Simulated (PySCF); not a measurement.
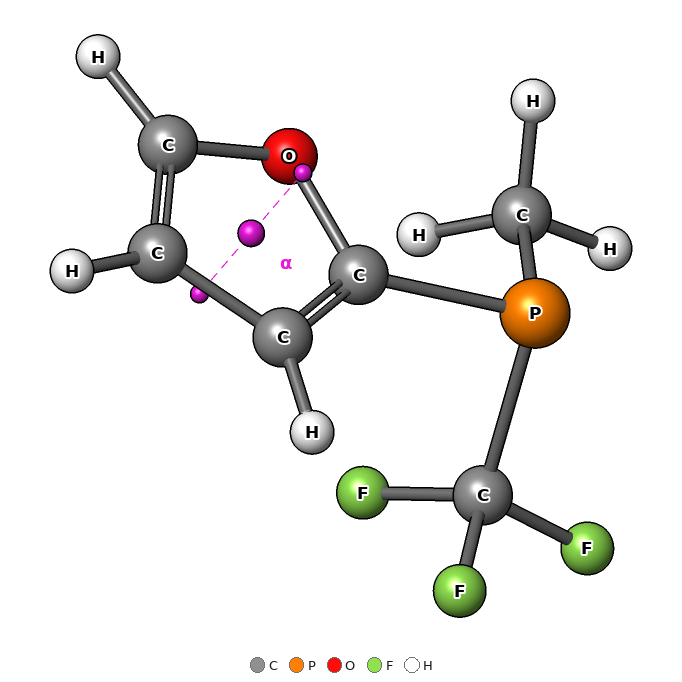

The small points mark where nucleus-independent chemical shifts (NICS) were computed: at the centre of each lettered ring and 1 Å above and below it. Computed geometry: GFN2-xTB optimisation. No frequency run is at hand to confirm it as a minimum. Level of theory: GIAO PBE0/pcSseg-1 NMR shielding, non-relativistic, gas phase (PySCF 2.14.0).

Give NICS(0), NICS(1) and the out-of-plane component NICS(1)zz for each ring (means of the two sides).

```
ring  members  NICS(0)  NICS(1)  NICS(1)zz
   α      C4O    −11.7    −10.5      −26.8
```

Values in ppm.

**What do the values say about the ring currents?**

Ring α: diatropic, as in an aromatic ring. NICS is one index among several.

The geometry is semi-empirical. Around P such bond lengths and angles can be off by a tenth of an ångström or more and by several degrees, and values that hang on the shape move with them.
